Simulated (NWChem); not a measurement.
# BNH3ClO (SMILES NB(O)Cl): levels of theory compared

We compute a comparison of 6 runs (HF/STO-3G, HF/3-21G, B3LYP/6-31G*, M06-2X/def2-SVPD, PBE/def2-SVPD, SVWN5/def2-SVPD) of BNH3ClO. 

The results are computed with NWChem 7.3.0.

### 1 Starting point

BNH3ClO: 7 atoms, total charge 0, spin state singlet. SMILES: `NB(O)Cl`. The shape is that of a PBE0-D4/def2-TZVP optimisation. This is one conformer, not always the lowest.

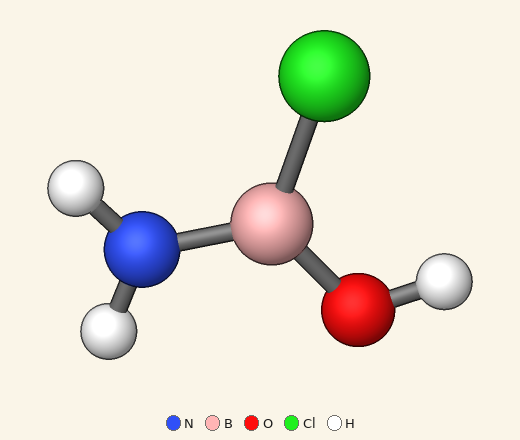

Viewed from a chosen angle; nitrogen blue, boron pink, oxygen red, chlorine green, hydrogen white.

### 2 Energy and forces at HF/STO-3G (run 1)

File bclh3no.xyz:

```xyz
7

N     -0.520100     0.976200    -0.014400
B      0.060900    -0.288100    -0.083300
O      1.097000    -0.622600     0.732400
Cl    -0.570000    -1.477100    -1.260400
H     -1.284200     1.257300    -0.599100
H     -0.194300     1.671700     0.633400
H      1.410800    -1.517400     0.591500
```

File bclh3no.nw:

```
START bclh3no
memory stack 880 mb heap 220 mb global 1100 mb

GEOMETRY units angstrom noautosym nocenter noautoz
load bclh3no.xyz
END

BASIS spherical bse
N library STO-3G
B library STO-3G
O library STO-3G
Cl library STO-3G
H library STO-3G
END

SCF
thresh 1e-08
maxiter 80
END

TASK scf gradient
```

On the command line:

```bash
$ nwchem bclh3no.nw > bclh3no.out
```

Log:

```text
[...]
  functions       =    27
[...]
  wavefunction    = RHF
[...]
         Total SCF energy =   -608.423333807639
      One-electron energy =  -1129.560118798719
      Two-electron energy =    376.401402425663
 Nuclear repulsion energy =    144.735382565416
        Time for solution =      1.2s
[...]
                         RHF ENERGY GRADIENTS
    atom               coordinates                        gradient
                 x          y          z           x          y          z
   1 N      -0.982846   1.844751  -0.027212   -0.010867   0.021305   0.000150
   2 B       0.115084  -0.544430  -0.157414   -0.012193  -0.008235  -0.015568
   3 O       2.073029  -1.176543   1.384035    0.016019  -0.032745  -0.000858
   4 Cl     -1.077144  -2.791314  -2.381811    0.006143   0.009277   0.010346
   5 H      -2.426786   2.375952  -1.132135    0.011231  -0.006106   0.007628
   6 H      -0.367174   3.159055   1.196952   -0.002738  -0.010337  -0.007638
   7 H       2.666025  -2.867470   1.117773   -0.007595   0.026841   0.005941
[...]
```

It took 2.5 s on 1 thread of Intel Xeon Platinum 8259CL at 2.50GHz (Skylake/Cascade Lake), shared host; peak memory 0.099 GiB.

### 3 Energy and forces at HF/3-21G (run 2)

File mol.nw:

```
start mol
title "BClH3NO"
memory stack 880 mb heap 220 mb global 1100 mb

geometry units atomic noautosym nocenter noautoz
  N   -0.98284656   1.84475064  -0.02721206
  B    0.11508432  -0.54443010  -0.15741419
  O    2.07302956  -1.17654349   1.38403541
  Cl  -1.07714389  -2.79131446  -2.38181081
  H   -2.42678629   2.37595266  -1.13213492
  H   -0.36717379   3.15905516   1.19695253
  H    2.66602562  -2.86747042   1.11777300
end

basis spherical bse
  * library 3-21G
end

scf
  singlet
  rhf
  thresh 1e-08
  maxiter 80
end

task scf gradient
```

On the command line:

```bash
$ nwchem mol.nw > mol.out
```

Log:

```text
[...]
  functions       =    46
[...]
  wavefunction    = RHF
[...]
         Total SCF energy =   -612.332920051704
      One-electron energy =  -1132.442184272776
      Two-electron energy =    375.373892063884
 Nuclear repulsion energy =    144.735372157188
        Time for solution =      1.4s
[...]
                         RHF ENERGY GRADIENTS
    atom               coordinates                        gradient
                 x          y          z           x          y          z
   1 N      -0.982847   1.844751  -0.027212    0.006136  -0.006034   0.002858
   2 B       0.115084  -0.544430  -0.157414    0.004213  -0.027845  -0.009648
   3 O       2.073030  -1.176543   1.384035   -0.005364   0.008442  -0.000931
   4 Cl     -1.077144  -2.791314  -2.381811    0.008433   0.015227   0.015416
   5 H      -2.426786   2.375953  -1.132135   -0.002490  -0.000349  -0.002525
   6 H      -0.367174   3.159055   1.196953    0.000315   0.004518   0.002507
   7 H       2.666026  -2.867470   1.117773   -0.011244   0.006041  -0.007676
[...]
```

It took 2.9 s on 1 thread of Intel Xeon Platinum 8259CL at 2.50GHz (Skylake/Cascade Lake), shared host; peak memory 0.099 GiB.

Runs 3 to 4 aren't shown in full; the table further down has their settings and results.

### 4 Energy and gradient at PBE/def2-SVPD (run 5)

File run.py:

```python
from ase import Atoms
from ase.calculators.nwchem import NWChem

molecule = Atoms(['N', 'B', 'O', 'Cl', 'H', 'H', 'H'], positions=[
    [-0.520100, 0.976200, -0.014400],
    [0.060900, -0.288100, -0.083300],
    [1.097000, -0.622600, 0.732400],
    [-0.570000, -1.477100, -1.260400],
    [-1.284200, 1.257300, -0.599100],
    [-0.194300, 1.671700, 0.633400],
    [1.410800, -1.517400, 0.591500],
])

calc = NWChem(
    label='bclh3no',
    theory='dft',
    memory='2200 mb',
    basis='def2-SVPD',
    basispar='spherical bse',
    dft={'xc': 'xpbe96 cpbe96', 'mult': '1', 'grid': 'fine', 'convergence': 'energy 1e-08', 'iterations': '100', 'mulliken': None},
)
molecule.calc = calc

forces = molecule.get_forces()
print(f"energy = {molecule.get_potential_energy():.6f} eV")
print("forces (eV/A):")
for s, f in zip(molecule.symbols, forces):
    print(f"{s:2s} {f[0]:10.5f} {f[1]:10.5f} {f[2]:10.5f}")
print("dipole (e A):", molecule.get_dipole_moment().round(4))
```

On the command line:

```bash
$ export ASE_NWCHEM_COMMAND="nwchem PREFIX.nwi > PREFIX.nwo"
$ python run.py
```

Log:

```text
energy = -16772.256497 eV
forces (eV/A):
N     0.02299   -0.08834   -0.02170
B    -0.01831   -0.04602   -0.03893
O     0.18774    0.37821    0.36186
Cl   -0.15859   -0.30144   -0.29748
H    -0.44588    0.19330   -0.32684
H     0.17437    0.42048    0.37019
H     0.23767   -0.55613   -0.04710
dipole (e A): [-0.0092  0.2361  0.1066]
```

The calculator wrote bclh3no.nwi:

```
title "bclh3no"

permanent_dir bclh3no

scratch_dir bclh3no

start bclh3no

geometry units angstrom nocenter noautosym noautoz
  N  -5.2010000000000001e-01 9.7619999999999996e-01 -1.4400000000000000e-02
  B  6.0900000000000003e-02 -2.8810000000000002e-01 -8.3299999999999999e-02
  O  1.0970000000000000e+00 -6.2260000000000004e-01 7.3240000000000005e-01
  Cl -5.6999999999999995e-01 -1.4771000000000001e+00 -1.2604000000000000e+00
  H  -1.2842000000000000e+00 1.2573000000000001e+00 -5.9909999999999997e-01
  H  -1.9430000000000000e-01 1.6717000000000000e+00 6.3339999999999996e-01
  H  1.4108000000000001e+00 -1.5174000000000001e+00 5.9150000000000003e-01
end

memory 2200 mb

basis spherical bse noprint
   * library def2-SVPD
end

dft
  xc xpbe96 cpbe96
  mult 1
  grid fine
  convergence energy 1e-08
  iterations 100
  mulliken
end

task dft gradient
```

bclh3no.nwo (excerpt; [...] marks lines left out):

```text
[...]
         Total DFT energy =     -616.369062652300
[...]
  wavefunction    = closed shell
                         DFT ENERGY GRADIENTS
    atom               coordinates                        gradient
                 x          y          z           x          y          z
   1 N      -0.982846   1.844751  -0.027212   -0.000447   0.001718   0.000422
   2 B       0.115084  -0.544430  -0.157414    0.000356   0.000895   0.000757
   3 O       2.073029  -1.176543   1.384035   -0.003651  -0.007355  -0.007037
   4 Cl     -1.077144  -2.791314  -2.381811    0.003084   0.005862   0.005785
   5 H      -2.426786   2.375952  -1.132135    0.008671  -0.003759   0.006356
   6 H      -0.367174   3.159055   1.196952   -0.003391  -0.008177  -0.007199
   7 H       2.666025  -2.867470   1.117773   -0.004622   0.010815   0.000916
[...]
```

It took 46 s on 1 thread of Intel Xeon Platinum 8259CL at 2.50GHz (Skylake/Cascade Lake), shared host; peak memory 0.13 GiB.

### 5 Energy and forces at SVWN5/def2-SVPD (run 6)

bclh3no.xyz is that of step 2.

File run.py:

```python
from ase.io import read
from ase.calculators.nwchem import NWChem

molecule = read('bclh3no.xyz')

calc = NWChem(
    label='bclh3no',
    theory='dft',
    memory='2200 mb',
    basis='def2-SVPD',
    basispar='spherical bse',
    dft={'xc': 'slater vwn_5', 'mult': '1', 'grid': 'fine', 'convergence': 'energy 1e-08', 'iterations': '100', 'mulliken': None},
)
molecule.calc = calc

forces = molecule.get_forces()
e = molecule.get_potential_energy()
print(f"E = {e:.6f} eV")
print("forces (eV/A):")
for s, f in zip(molecule.symbols, forces):
    print(f"{s:2s} {f[0]:10.5f} {f[1]:10.5f} {f[2]:10.5f}")
print("dipole (e A):", molecule.get_dipole_moment().round(4))
```

On the command line:

```bash
$ export ASE_NWCHEM_COMMAND="nwchem PREFIX.nwi > PREFIX.nwo"
$ python run.py
```

Log:

```text
E = -16707.752868 eV
forces (eV/A):
N     0.28529   -0.67795   -0.06202
B     0.09981    0.03600    0.11292
O    -0.39292    0.63871   -0.05955
Cl    0.02813    0.02134    0.03666
H    -0.55284    0.18964   -0.42968
H     0.24765    0.47802    0.46758
H     0.28493   -0.68576   -0.06587
dipole (e A): [-0.0128  0.2333  0.1019]
```

The calculator wrote bclh3no.nwi:

```
title "bclh3no"

permanent_dir bclh3no

scratch_dir bclh3no

start bclh3no

geometry units angstrom nocenter noautosym noautoz
  N  -5.2010000000000001e-01 9.7619999999999996e-01 -1.4400000000000000e-02
  B  6.0900000000000003e-02 -2.8810000000000002e-01 -8.3299999999999999e-02
  O  1.0970000000000000e+00 -6.2260000000000004e-01 7.3240000000000005e-01
  Cl -5.6999999999999995e-01 -1.4771000000000001e+00 -1.2604000000000000e+00
  H  -1.2842000000000000e+00 1.2573000000000001e+00 -5.9909999999999997e-01
  H  -1.9430000000000000e-01 1.6717000000000000e+00 6.3339999999999996e-01
  H  1.4108000000000001e+00 -1.5174000000000001e+00 5.9150000000000003e-01
end

memory 2200 mb

basis spherical bse noprint
   * library def2-SVPD
end

dft
  xc slater vwn_5
  mult 1
  grid fine
  convergence energy 1e-08
  iterations 100
  mulliken
end

task dft gradient
```

bclh3no.nwo (excerpt; [...] marks lines left out):

```text
[...]
         Total DFT energy =     -613.998597979158
[...]
  wavefunction    = closed shell
                         DFT ENERGY GRADIENTS
    atom               coordinates                        gradient
                 x          y          z           x          y          z
   1 N      -0.982846   1.844751  -0.027212   -0.005548   0.013184   0.001206
   2 B       0.115084  -0.544430  -0.157414   -0.001941  -0.000700  -0.002196
   3 O       2.073029  -1.176543   1.384035    0.007641  -0.012421   0.001158
   4 Cl     -1.077144  -2.791314  -2.381811   -0.000547  -0.000415  -0.000713
   5 H      -2.426786   2.375952  -1.132135    0.010751  -0.003688   0.008356
   6 H      -0.367174   3.159055   1.196952   -0.004816  -0.009296  -0.009093
   7 H       2.666025  -2.867470   1.117773   -0.005541   0.013336   0.001281
[...]
```

Run time: 36 s. Hardware: 1 thread of Intel Xeon Platinum 8259CL at 2.50GHz (Skylake/Cascade Lake), shared host; peak memory 0.12 GiB.

### 6 Overview of the runs

```csv
run,level,iteration cap,module,energy (Eh),dipole moment (D),HOMO energy (eV),LUMO energy (eV),wall time
1,HF/STO-3G,80,scf,-608.423334,1.88,-9.66,9.39,2.5 s
2,HF/3-21G,80,scf,-612.332920,1.65,-11.53,6.11,2.9 s
3,B3LYP/6-31G* (spherical functions),100,dft,-616.961246,1.37,-7.45,1.83,33 s
4,M06-2X/def2-SVPD,100,dft,-616.668899,1.22,–,–,46 s
5,PBE/def2-SVPD,100,dft,-616.369063,1.25,-6.76,-0.61,46 s
6,SVWN5/def2-SVPD,100,dft,-613.998598,1.22,-6.92,-0.64,36 s
```

### 7 What came out

| quantity | value |
| --- | --- |
| run 6: total energy | -613.99860 Eh |
| run 6: dipole moment | 1.22 D |
| run 6: HOMO energy | -6.92 eV |
| run 6: LUMO energy | -0.64 eV |
| run 6: HOMO–LUMO gap | 6.28 eV |
| run 6: largest force on an atom | 0.752 eV/Å |

The dipole moment (its size) runs from 1.22 D (M06-2X/def2-SVPD) to 1.88 D (HF/STO-3G). The two ends differ in method and basis. Over runs 1, 2, 3, 5, 6 the HOMO–LUMO gap runs from 6.14 eV (PBE/def2-SVPD) to 19.05 eV (HF/STO-3G). Totals of different functionals can't be ranked against each other. In run 1 the basis is minimal, so the values are rough. All runs together took 2.8 min, the longest 46 s.
